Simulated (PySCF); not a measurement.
# CH7ClSi2: excited-state calculation

System: CH7ClSi2, SMILES C[SiH2][SiH2]Cl.
Method: TDDFT LC-wPBE/def2-SVPD, vertical, gas phase, core orbitals frozen in the response (PySCF 2.14.0).

The geometry comes from this level: PBE0-D3(BJ)/def2-SVP.

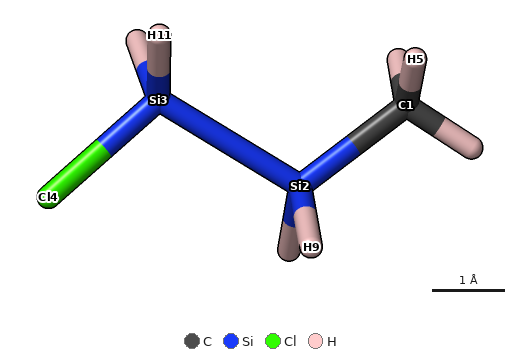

**Figure 1.** The input geometry (stick view, seen on its broad side; atoms are numbered from 1 in the order of the input). Bond lengths as drawn: Cl–Si 2.08 Å, C–H 1.10 Å, C–Si 1.88 Å, H–Si 1.49 to 1.50 Å and Si–Si 2.34 Å.

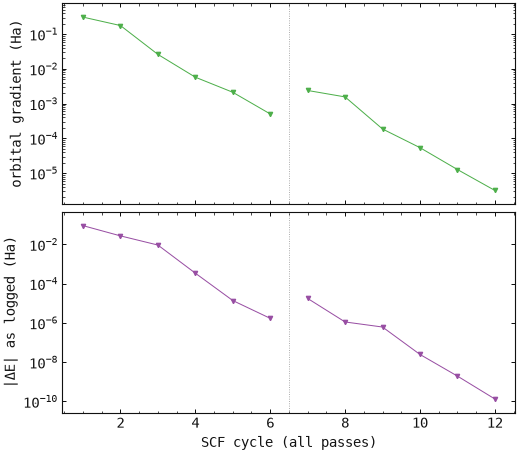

**Figure 2.** Convergence of the self-consistent field: orbital gradient and size of the energy change against the SCF cycle. The dotted line marks the change from a coarse to the final integration grid. The first 6 cycles use a coarse grid, the final grid takes over at cycle 7, and the field converges after 12 cycles in all.

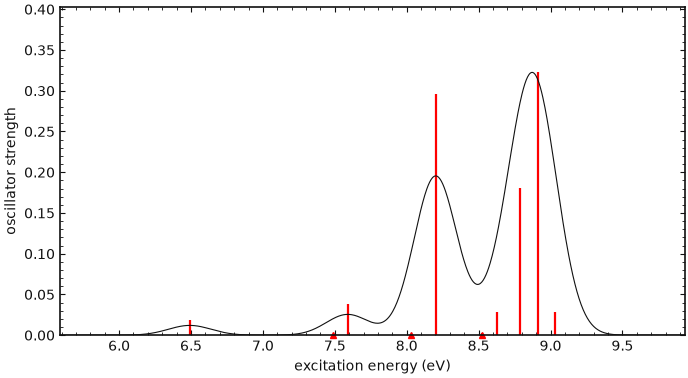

**Figure 3.** Computed excitations as sticks (degenerate states added up, dark ones marked on the axis), with a Gaussian envelope of 0.35 eV full width at half maximum, scaled to the tallest. Of the 10 states the lowest lies at 6.49 eV (f = 0.018); the strongest line is at 8.91 eV, or 139 nm (f = 0.322).

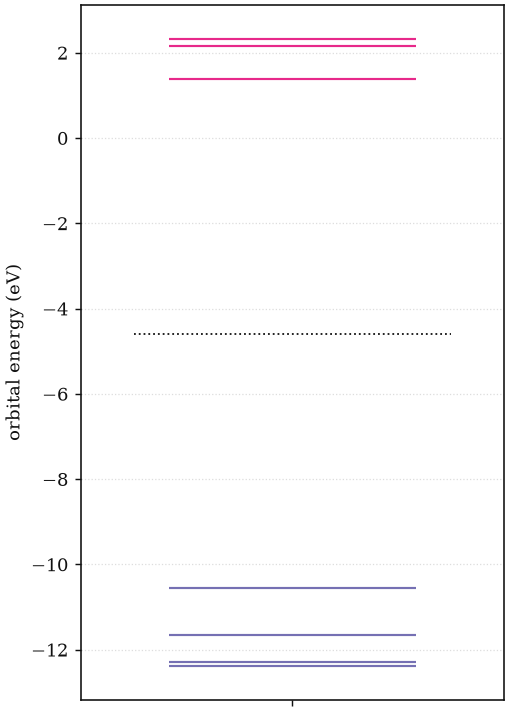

**Figure 4.** Orbital energies near the frontier; the dotted line parts filled from empty levels, and levels within 0.02 eV of each other stand side by side. Highest filled −10.57 eV, lowest empty 1.38 eV, 11.95 eV apart.

The input and output of the run follow.

### Input
```
{"job": {"kind": "uv", "xc": "LC-wPBE", "basis": "def2-SVPD", "ip": true}, "charge": 0, "multiplicity": 1}
C     -0.470099     1.148285     0.509818
Si     0.931163     0.213948    -0.335353
Si     3.005956     1.245800     0.013583
Cl     4.446647     0.125521    -0.989925
H     -0.557237     2.170635     0.111515
H     -0.305638     1.214015     1.595962
H     -1.428442     0.633781     0.340198
H      1.034275    -1.182956     0.191293
H      0.704361     0.140563    -1.812495
H      3.376608     1.291444     1.460434
H      3.048740     2.640295    -0.520796
```

The first line tells a small driver script what to run in PySCF; the rest is the geometry in Å.

Launch command:
```bash
OMP_NUM_THREADS=1 python <driver script> task.json out
```

### The program's output
```
coarse grid: 10304 points
cycle   1  E = -1080.6688323054  dE = -9.024e-02  |g| = 3.098e-01  |ddm| = 3.493e+00
cycle   2  E = -1080.6959746979  dE = -2.714e-02  |g| = 1.771e-01  |ddm| = 7.439e-01
cycle   3  E = -1080.7052343012  dE = -9.260e-03  |g| = 2.616e-02  |ddm| = 2.977e-01
cycle   4  E = -1080.7055754894  dE = -3.412e-04  |g| = 5.776e-03  |ddm| = 1.031e-01
cycle   5  E = -1080.7055892440  dE = -1.375e-05  |g| = 2.127e-03  |ddm| = 2.034e-02
cycle   6  E = -1080.7055909446  dE = -1.701e-06  |g| = 5.058e-04  |ddm| = 5.844e-03
final grid: 84416 points
cycle   7  E = -1080.8755047767  dE = -1.758e-05  |g| = 2.396e-03  |ddm| = 3.528e-02
cycle   8  E = -1080.8755058880  dE = -1.111e-06  |g| = 1.563e-03  |ddm| = 5.770e-03
cycle   9  E = -1080.8755065011  dE = -6.132e-07  |g| = 1.866e-04  |ddm| = 1.918e-03
cycle  10  E = -1080.8755065258  dE = -2.461e-08  |g| = 5.418e-05  |ddm| = 7.476e-04
cycle  11  E = -1080.8755065277  dE = -1.940e-09  |g| = 1.272e-05  |ddm| = 2.109e-04
cycle  12  E = -1080.8755065278  dE = -1.321e-10  |g| = 3.181e-06  |ddm| = 5.016e-05
converged SCF energy = -1080.8755065278

Static polarisability (au): isotropic 82.177, principal 69.734 78.457 98.340

Singlet excitations
state   eV       nm        f      main configurations
  1   6.4914    191.0   0.01830   H->L 0.86
  2   7.4849    165.6   0.00045   H-1->L 0.74
  3   7.5899    163.4   0.03847   H->L+3 0.85
  4   8.0265    154.5   0.00111   H->L+1 0.73, H->L+5 0.15
  5   8.2010    151.2   0.29646   H->L+2 0.68
  6   8.5248    145.4   0.00216   H-2->L 0.43, H-4->L 0.23
  7   8.6260    143.7   0.02811   H-3->L 0.76
  8   8.7900    141.1   0.18123   H-2->L 0.41, H-4->L 0.32
  9   8.9103    139.1   0.32248   H->L+5 0.28, H->L+4 0.19, H->L+7 0.16
 10   9.0297    137.3   0.02882   H-1->L+1 0.58, H-1->L+2 0.20

Triplet excitations (Tamm-Dancoff, eV): 5.7020 6.4284 7.0073 7.1928
Vertical ionisation energy (delta-SCF) = 10.2363 eV
```

### Results in brief

| quantity | value |
| --- | --- |
| outcome | converged |
| total energy | −1080.875507 hartree |
| HOMO | −10.57 eV |
| LUMO | 1.38 eV |
| dipole moment | 2.60 D |
| mean polarisability | 82.18 a.u. |
| vertical ionisation energy | 10.24 eV |
| lowest singlet excitation | 6.49 eV |
| hardware | 1 CPU thread, shared host |
| wall time | 99 s |
| peak memory | 0.69 GiB |
